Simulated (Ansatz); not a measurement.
# H2N− (SMILES [NH2-]): r2SCAN/3-21G

Aim: the vertical singlet–triplet gap of H2N− at r2SCAN/3-21G, from 2 runs. 

The results are computed with Ansatz 0.2.0.

## (1) Starting point

H2N−: 3 atoms, total charge -1, spin state singlet. As SMILES, `[NH2-]`. The coordinates come from a PBE0-D4/def2-TZVPD relaxation.

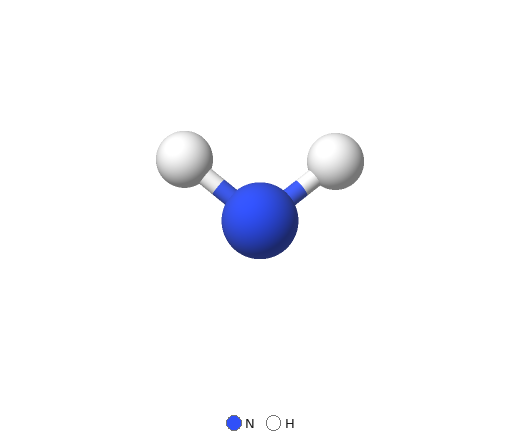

The structure, seen from a chosen angle (nitrogen blue, hydrogen white).

## (2) The energy at r2SCAN/3-21G

Contents of input.yaml:

```yaml
crystal:
  periodic: [false, false, false]
  atoms:
    - {symbol: "N", position_ang: [0.342200, -0.203000, 0.168700]}
    - {symbol: H, position_ang: [0.125500, 0.801200, 0.156000]}
    - {symbol: H, position_ang: [-0.467700, -0.598200, -0.324700]}
basis:
  gaussian:
    orbitals: 3-21G.json
total_charge: -1
hamiltonian:
  xc: r2scan
accuracy: high
```

The basis set 3-21G is read from a file made from the Basis Set Exchange's data (not shown).

On the command line:

```sh
$ ansatz run input.yaml --threads 1 --pin off --max-ram 2610MiB --events-out events.jsonl --progress --plain --runs-dir runs
```

What it wrote:

```text
Warning: RAYON_NUM_THREADS=1 ignored (pool sized by the plan → 1); use --threads N
Functional definition: r2SCAN
  name "r2SCAN"
  parameter k0 = 0.174
  parameter k1 = 0.065
  parameter a1 = 4.9479
  exchange = r2scan_x(k0 = k0, k1 = k1, a1 = a1)
  correlation = r2scan_c
250 factors; integrals over basis functions are off by at most 3.4e-9 eV
mean field evaluation 1: about -1508.8350 eV, gradient 5.6e0 eV
mean field evaluation 2: about -1508.8809 eV, gradient 5.0e0 eV
mean field evaluation 4: about -1508.9396 eV, gradient 4.1e-2 eV
mean field evaluation 8: about -1508.9366 eV, gradient 1.5e-4 eV
mean field evaluation 16: about -1508.9366 eV, gradient 4.9e-9 eV
mean field -1508.93664560 eV, -55.4523989318 hartree, gradient 4.9e-9 eV, S^2 0.000000; 0 other end points of the search recorded, 0 dependent functions left out
reference -1508.93664583 eV, -55.4523989402 hartree; 5, 5 occupied and 8, 8 virtual orbitals, 250 factors
Total energy: -1508.93664583 eV, -55.4523989402 hartree
```

Run time: 1.4 s. Hardware: 1 thread of Arm Neoverse N1, shared host.

## (3) The triplet at the same level

Contents of run.yaml:

```yaml
crystal:
  periodic: [false, false, false]
  atoms:
    - {symbol: N, position_ang: [0.342200, -0.203000, 0.168700]}
    - {symbol: H, position_ang: [0.125500, 0.801200, 0.156000]}
    - {symbol: H, position_ang: [-0.467700, -0.598200, -0.324700]}
basis:
  gaussian: {orbitals: 3-21G.json}
total_charge: -1
magnetization: {spin_polarized: true, initial_magnetization: 2}
hamiltonian: {xc: r2scan}
accuracy: high
```

The basis set 3-21G is read from a file made from the Basis Set Exchange's data (not shown).

On the command line:

```sh
$ ansatz run run.yaml --threads 1 --pin off --max-ram 2610MiB --events-out events.jsonl --progress --plain --runs-dir runs
```

What it wrote:

```text
Warning: RAYON_NUM_THREADS=1 ignored (pool sized by the plan → 1); use --threads N
Functional definition: r2SCAN
  name "r2SCAN"
  parameter k0 = 0.174
  parameter k1 = 0.065
  parameter a1 = 4.9479
  exchange = r2scan_x(k0 = k0, k1 = k1, a1 = a1)
  correlation = r2scan_c
250 factors; integrals over basis functions are off by at most 3.4e-9 eV
mean field evaluation 1: about -1504.3496 eV, gradient 1.1e1 eV
mean field evaluation 2: about -1504.3114 eV, gradient 1.3e1 eV
mean field evaluation 4: about -1504.9316 eV, gradient 3.3e-1 eV
mean field evaluation 8: about -1504.9284 eV, gradient 5.8e-3 eV
mean field evaluation 16: about -1504.9284 eV, gradient 2.6e-7 eV
mean field -1504.92836871 eV, -55.3050974731 hartree, gradient 2.2e-8 eV, S^2 2.002457; 0 other end points of the search recorded, 0 dependent functions left out
reference -1504.92836923 eV, -55.3050974921 hartree; 6, 4 occupied and 7, 9 virtual orbitals, 250 factors
Total energy: -1504.92836923 eV, -55.3050974921 hartree
```

Run time: 2.4 s. Hardware: 1 thread of Arm Neoverse N1, shared host; peak memory 0.12 GiB.

## (4) Summary of results

At r2SCAN/3-21G:

```
                                        quantity         value
                           singlet: total energy  -55.45240 Eh
                           triplet: total energy  -55.30510 Eh
                                   triplet: ⟨S²⟩         2.002
vertical energy of the triplet above the singlet      4.008 eV
```

At this shape the triplet lies 4.01 eV (92 kcal/mol) above the singlet. For an anion a state so high probably lies above electron detachment.
